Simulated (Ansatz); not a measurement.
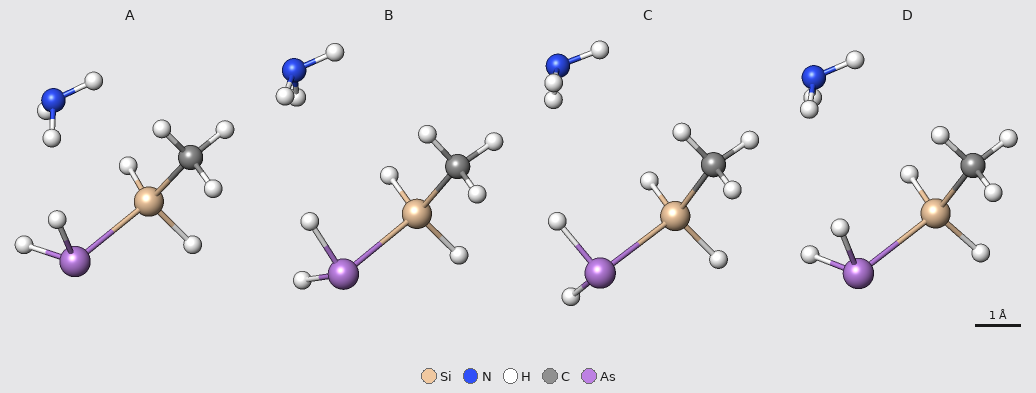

4 geometries from one relaxation of CH$_{10}$AsNSi, in shuffled order. Style: ball-and-stick. Shown at a tilt.

The run prepares an end point of a later path (reaction) calculation, from a guessed geometry.

The calculation used RHF/def2-SVP in Ansatz. Settings: no spin polarisation; force threshold 0.03 eV/Å; at most 50 steps.

Put them in the order of the run, from the start to the converged end.

Answer. A, D, B, C. They are steps 0, 4, 11, 24, at +0.393 eV, +0.062 eV, +0.015 eV relative to the last. The largest move after the best rigid fit is that of an H atom, 1.39 Å. By element the largest moves are H 1.39 Å, N 0.84 Å, Si 0.37 Å, As 0.35 Å, C 0.21 Å. Some distances before and after: As–Si 2.330 → 2.390 Å, H–Si 1.475 → 1.483 Å, H–N 1.001 → 1.005 Å, C–Si 1.892 → 1.888 Å. Among the angles between lasting bonds that change: H–Si–C 106.3° → 110.7°, H–Si–C 114.5° → 110.3°, H–Si–H 105.1° → 108.1°. Groups turn about As–Si by about 40°. After 22 accepted moves (24 points after the start) the energy has fallen by 0.393 eV. Largest force component: 0.92 eV/Å at the start, 0.029 eV/Å at the end. The line search rejected the trial steps at points 7, 10 of the run. Cost: 70 s on 2 threads of Arm Neoverse V1, on a shared host, peak memory 0.31 GiB.
